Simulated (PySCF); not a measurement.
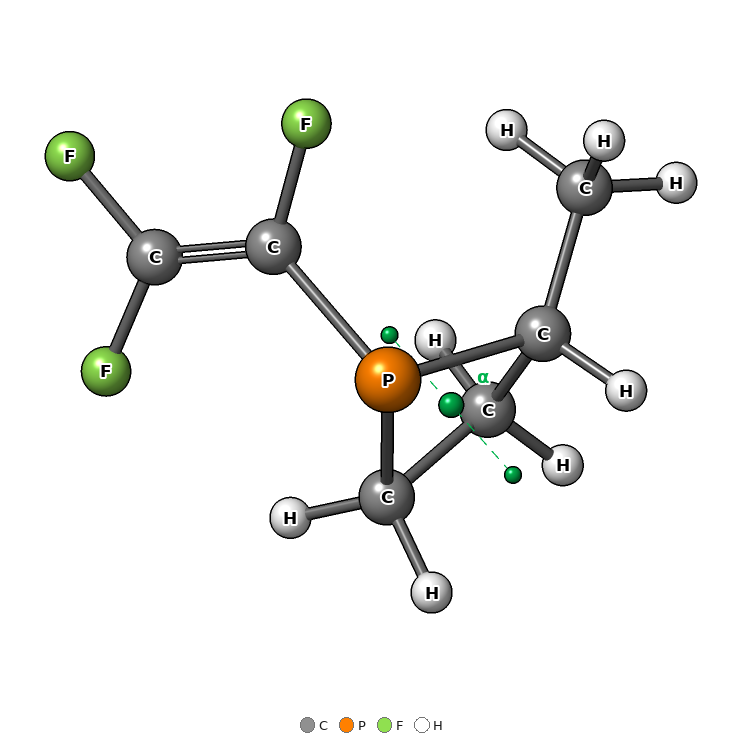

The small points mark where nucleus-independent chemical shifts (NICS) were computed: at the centre of each lettered ring and 1 Å above and below it. The geometry was computed by an optimisation with GFN2-xTB. No frequency run is at hand to confirm it as a minimum. Properties computed with GIAO PBE0/pcSseg-1 NMR shielding, non-relativistic, gas phase (PySCF 2.14.0).

Give NICS(0), NICS(1) and the out-of-plane component NICS(1)zz for each ring (means of the two sides).

```json
{"ring": "α", "members": "C3P", "NICS(0)": "1.5", "NICS(1)": "−0.5", "NICS(1)zz": "6.2"}
```

Values in ppm.

The geometry is semi-empirical. Around P such bond lengths and angles can be off by a tenth of an ångström or more and by several degrees, and values that hang on the shape move with them.
